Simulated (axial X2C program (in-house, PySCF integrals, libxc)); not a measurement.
**Relativistic diatomic calculation, with input and output: HgB⁺**

System: HgB⁺. The reference is closed-shell HgB⁺; the roots are vertical excitation energies. The distance is the PBE0 minimum at charge 1.
Method: EOM-EE-CCSD, two-component X2C with atomic mean-field Coulomb and Gaunt terms, Hg dyall-acv3z, B dyall-av3z (cores contracted) (axial X2C program (in-house, PySCF integrals, libxc)).

Input file:
```
{"zs": [80, 5], "q": 1, "bas": ["dyall-acv3z", "dyall-av3z"], "r0": 2.18, "eom": "ee", "thr": -2.0, "nmax": 88}
```

The line is the task of a batch: nuclear charges, charge, bases, a first guess of the distance and further settings. This report covers the levels named above. The log is that of the reference distance 2.339 Å.

Hardware: 1 thread of Intel Xeon @ 2.90GHz (Ice Lake), 16 GiB of memory available, shared host.

The run was one of a batch that the task file lists, launched with:
```bash
python <driver script> task.json out
```

Output:
```
two-component X2C + atomic mean field  HF
basis functions 245  fitting functions 1208  grid points 5079
iter        total energy     max residual
   1     -19647.848356233     1.06e+00
   2     -19647.886657007     1.44e-02
   3     -19647.887813756     1.51e-02
   4     -19647.888613931     1.24e-03
   5     -19647.888695887     3.96e-04
   6     -19647.888714326     2.31e-04
   7     -19647.888718359     7.41e-05
   8     -19647.888719186     4.04e-05
   9     -19647.888719322     2.71e-05
  10     -19647.888719363     1.83e-05
  11     -19647.888719391     7.74e-06
  12     -19647.888719399     7.45e-07
  13     -19647.888719399     2.59e-07
converged
one-electron -27065.01053462  Coulomb 7721.10437809  exact exchange -375.99074396  xc functional 0.00000000  nuclear repulsion 90.49631653  atomic mean-field constant -18.48813544
correlated 14  virtual 316  natural virtual 88  E(MP2) -0.491486725  MP2 remainder -0.100167463
iter   CCSD correlation   residual
   1     -0.368960849   1.84e-01
   2     -0.385441161   8.58e-02
   3     -0.389958758   4.15e-02
   4     -0.389786471   1.02e-02
   5     -0.389940202   3.68e-03
   6     -0.389964585   1.20e-03
   7     -0.389951880   5.55e-04
   8     -0.389960017   3.10e-04
   9     -0.389956280   1.89e-04
  10     -0.389957841   1.08e-04
  11     -0.389956788   5.60e-05
  12     -0.389956579   1.78e-05
  13     -0.389956498   6.35e-06
  14     -0.389956521   2.82e-06
  15     -0.389956519   1.31e-06
(T) -0.010608859748982197  T1 0.0327  D1 0.0764  max T2 0.129
EOM-EE-CCSD roots
2*Omega      energy/Eh   energy/eV  one-particle weight
    0       0.07896172      2.1487      0.957
    0       0.08010594      2.1798      0.956
    0       0.09514365      2.5890      0.966
    0       0.19141513      5.2087      0.919
    0       0.19597704      5.3328      0.884
    2       0.08079872      2.1986      0.957
    2       0.09453000      2.5723      0.966
    2       0.12426130      3.3813      0.910
    2       0.19999584      5.4422      0.854
    4       0.08283349      2.2540      0.957
    4       0.20337270      5.5341      0.823
    4       0.25584190      6.9618      0.719
    6       0.30605386      8.3281      0.912
```

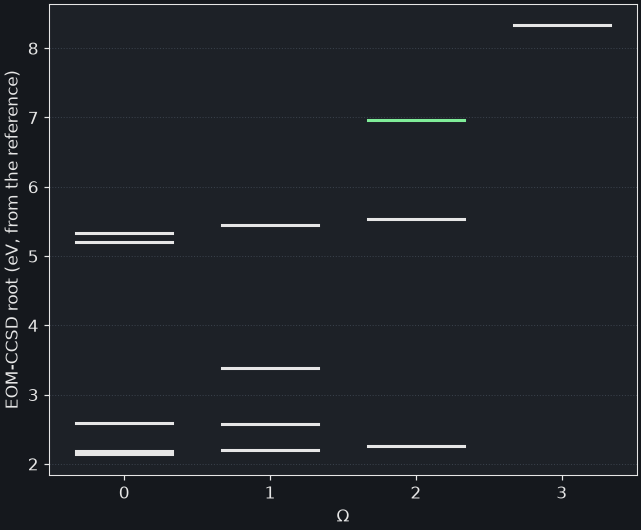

Fig. 1: EOM-CCSD roots by Ω at 2.34 Å; roots whose one-particle weight is under 0.8 have the second colour. The lowest has Ω = 0 and lies at 2.149 eV, with one-particle weight 0.96. 1 of the 13 roots are less well described at this level.

Summary:

```tsv
quantity	value
outcome	converged
HF energy of the reference HgB⁺	−19647.88872 hartree
MP2 energy of the reference HgB⁺	−19648.38021 hartree
CCSD energy of the reference HgB⁺ (with the MP2 share of the virtual spinors left out of the coupled-cluster step)	−19648.37884 hartree
CCSD(T) energy of the reference HgB⁺	−19648.38945 hartree
T1 diagnostic (spinor form; for a closed shell √2 times the usual value)	0.033
wall time	61 s
peak memory	0.89 GiB
```
